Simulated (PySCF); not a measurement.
**What a change does: NMR shielding calculation on C₄H₉PSSi₂**

System: C₄H₉PSSi₂.
Method of the first run: GIAO PBE0/pcSseg-1 NMR shielding, non-relativistic, IEF-PCM acetonitrile (PySCF 2.14.0).

The geometry comes from this level: PBE0-D3(BJ)/def2-SVP. Text and figures count atoms from 1; the logs count them from 0 in places.

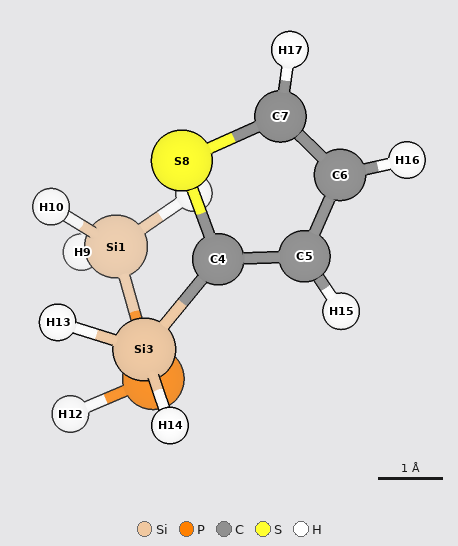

Fig. 1: The structure as given in the input (ball-and-stick view, seen at a tilt; atoms are numbered from 1 in the order of the input).

Input file, the first run:
```
{"job": {"kind": "nmr", "xc": "PBE0", "basis": "pcSseg-1", "solvent": "acetonitrile", "pop": true}, "charge": 0, "multiplicity": 1}
Si    -2.364506     0.385959    -0.755037
P     -2.190376    -1.758760    -0.044882
Si    -0.515944    -1.314498     1.412816
C      0.841655    -0.560636     0.380091
C      1.517852    -1.118815    -0.687369
C      2.414901    -0.219066    -1.320696
C      2.409145     1.021769    -0.733351
S      1.318641     1.086682     0.583883
H     -3.737793     0.571188    -1.314936
H     -2.142662     1.392808     0.329523
H     -1.356534     0.596741    -1.833802
H     -3.251706    -1.673482     0.910020
H     -0.906217    -0.329937     2.467155
H     -0.070517    -2.584134     2.061433
H      1.366169    -2.150189    -1.012611
H      3.039813    -0.475560    -2.177320
H      2.996216     1.897401    -1.008766
```

The first line tells a small driver script what to run in PySCF; the rest is the geometry in Å.

Launched with:
```bash
OMP_NUM_THREADS=1 python <driver script> task.json out
```

Hardware: 1 CPU thread, shared host.

Output (the first run):
```
coarse grid: 16424 points
cycle   1  E = -1475.5258895314  dE =  8.643e-01  |g| = 3.207e-01  |ddm| = 4.039e+00
cycle   2  E = -1475.5152674667  dE =  1.062e-02  |g| = 3.749e-01  |ddm| = 7.231e-01
cycle   3  E = -1475.5527949733  dE = -3.753e-02  |g| = 5.986e-02  |ddm| = 4.373e-01
cycle   4  E = -1475.5536531407  dE = -8.582e-04  |g| = 2.399e-02  |ddm| = 8.703e-02
cycle   5  E = -1475.5537916894  dE = -1.385e-04  |g| = 6.582e-03  |ddm| = 2.795e-02
cycle   6  E = -1475.5538012765  dE = -9.587e-06  |g| = 2.410e-03  |ddm| = 7.801e-03
final grid: 140704 points
cycle   7  E = -1475.6025806035  dE = -1.655e-05  |g| = 1.002e-02  |ddm| = 3.585e-02
cycle   8  E = -1475.6025555737  dE =  2.503e-05  |g| = 1.390e-02  |ddm| = 2.361e-02
cycle   9  E = -1475.6026062390  dE = -5.067e-05  |g| = 1.119e-03  |ddm| = 1.410e-02
cycle  10  E = -1475.6026065380  dE = -2.990e-07  |g| = 3.686e-04  |ddm| = 1.462e-03
cycle  11  E = -1475.6026065721  dE = -3.408e-08  |g| = 8.904e-05  |ddm| = 3.967e-04
cycle  12  E = -1475.6026065740  dE = -1.954e-09  |g| = 2.484e-05  |ddm| = 1.233e-04
cycle  13  E = -1475.6026065741  dE = -1.355e-10  |g| = 1.106e-05  |ddm| = 3.054e-05
converged SCF energy = -1475.6026065741

GIAO shielding tensors (ppm)
atom      isotropic    diamagn.    paramagn.     s11        s22        s33       span
  0 Si     421.102     879.503    -458.401    384.321    422.185    456.801     72.479
  1 P      633.439     968.968    -335.529    551.911    597.821    750.586    198.675
  2 Si     398.389     880.628    -482.239    375.876    397.270    422.020     46.144
  3 C       51.114     265.651    -214.536    -30.222     28.505    155.059    185.281
  4 C       40.138     251.900    -211.762    -52.609     25.453    147.571    200.180
  5 C       48.765     255.004    -206.239    -34.787     32.949    148.133    182.920
  6 C       42.834     262.939    -220.105    -46.650     32.403    142.749    189.400
  7 S      234.206    1058.352    -824.146     87.236    249.536    365.847    278.611
  8 H       27.189      28.311      -1.122     23.193     24.508     33.866     10.672
  9 H       27.249      29.552      -2.303     23.378     26.860     31.509      8.131
 10 H       28.481      29.998      -1.517     24.112     29.591     31.739      7.627
 11 H       29.695      29.151       0.544     24.262     24.895     39.929     15.667
 12 H       26.240      29.250      -3.010     22.266     25.281     31.173      8.907
 13 H       25.952      28.250      -2.298     22.597     23.401     31.858      9.261
 14 H       23.530      31.342      -7.811     19.963     22.512     28.115      8.152
 15 H       23.630      29.535      -5.905     20.327     24.151     26.412      6.085
 16 H       23.468      30.257      -6.788     20.469     22.959     26.976      6.507
```

The input of the second run differs as follows (lines with − go, lines with + come):
```diff
-"solvent": "acetonitrile"
-"pop": true
+"solvent": "dichloromethane"
+"pop": false
```

How does the second run compare with the first run?

The total energy of the second run is 0.5 kcal/mol higher: the change of the electrostatic solvation energy at this fixed geometry, without cavity or dispersion terms. Of all shieldings, the largest change is that of S8, by −0.4 ppm. The SCF takes 14 iterations against 13.

Output (the second run):
```
coarse grid: 16424 points
cycle   1  E = -1475.5247443436  dE =  8.654e-01  |g| = 3.226e-01  |ddm| = 4.040e+00
cycle   2  E = -1475.5126152961  dE =  1.213e-02  |g| = 3.829e-01  |ddm| = 7.387e-01
cycle   3  E = -1475.5518792737  dE = -3.926e-02  |g| = 6.241e-02  |ddm| = 4.560e-01
cycle   4  E = -1475.5528214661  dE = -9.422e-04  |g| = 2.500e-02  |ddm| = 9.190e-02
cycle   5  E = -1475.5529729425  dE = -1.515e-04  |g| = 6.807e-03  |ddm| = 2.912e-02
cycle   6  E = -1475.5529831916  dE = -1.025e-05  |g| = 2.518e-03  |ddm| = 8.182e-03
cycle   7  E = -1475.5529846289  dE = -1.437e-06  |g| = 6.416e-04  |ddm| = 2.784e-03
final grid: 140704 points
cycle   8  E = -1475.6017752064  dE = -1.991e-05  |g| = 8.149e-03  |ddm| = 3.392e-02
cycle   9  E = -1475.6017568044  dE =  1.840e-05  |g| = 1.153e-02  |ddm| = 2.017e-02
cycle  10  E = -1475.6017924705  dE = -3.567e-05  |g| = 8.151e-04  |ddm| = 1.240e-02
cycle  11  E = -1475.6017926199  dE = -1.494e-07  |g| = 3.271e-04  |ddm| = 1.071e-03
cycle  12  E = -1475.6017926472  dE = -2.732e-08  |g| = 8.226e-05  |ddm| = 3.380e-04
cycle  13  E = -1475.6017926488  dE = -1.579e-09  |g| = 3.071e-05  |ddm| = 1.222e-04
cycle  14  E = -1475.6017926490  dE = -2.215e-10  |g| = 1.079e-05  |ddm| = 3.607e-05
converged SCF energy = -1475.6017926490

GIAO shielding tensors (ppm)
atom      isotropic    diamagn.    paramagn.     s11        s22        s33       span
  0 Si     421.218     879.511    -458.294    384.502    422.357    456.793     72.291
  1 P      633.217     968.907    -335.689    551.753    596.986    750.913    199.160
  2 Si     398.470     880.643    -482.173    376.107    397.252    422.052     45.945
  3 C       51.205     265.644    -214.439    -30.121     28.645    155.091    185.212
  4 C       40.290     251.929    -211.639    -52.496     25.877    147.491    199.987
  5 C       48.893     254.989    -206.096    -34.654     33.296    148.035    182.689
  6 C       43.051     262.975    -219.924    -46.579     33.013    142.719    189.298
  7 S      233.813    1058.374    -824.561     86.593    248.759    366.087    279.494
  8 H       27.197      28.320      -1.123     23.207     24.519     33.866     10.660
  9 H       27.256      29.566      -2.309     23.388     26.867     31.513      8.125
 10 H       28.453      29.968      -1.515     24.073     29.567     31.718      7.646
 11 H       29.777      29.207       0.570     24.355     25.007     39.969     15.614
 12 H       26.251      29.274      -3.023     22.278     25.296     31.178      8.899
 13 H       25.951      28.255      -2.304     22.595     23.400     31.858      9.263
 14 H       23.559      31.364      -7.805     19.996     22.536     28.146      8.149
 15 H       23.666      29.539      -5.872     20.372     24.185     26.442      6.070
 16 H       23.517      30.292      -6.774     20.540     22.999     27.013      6.473
```

The two runs side by side:

| quantity | the first run | the second run |
| --- | --- | --- |
| outcome | converged | converged |
| total energy (hartree) | −1475.602607 | −1475.601793 |
| HOMO (eV) | −6.97 | −6.96 |
| LUMO (eV) | −0.95 | −0.95 |
| dipole moment (D) | 1.09 | 1.09 |
| shielding of Si1 (ppm) | 421.1 | 421.2 |
| shielding of P2 (ppm) | 633.4 | 633.2 |
| shielding of C4 (ppm) | 51.1 | 51.2 |
| shielding of C5 (ppm) | 40.1 | 40.3 |
| shielding of C6 (ppm) | 48.8 | 48.9 |
| shielding of C7 (ppm) | 42.8 | 43.1 |
| shielding of S8 (ppm) | 234.2 | 233.8 |
| SCF iterations | 13 | 14 |
| basis functions | 209 | 209 |
| wall time (shared host) | 74 s | 77 s |
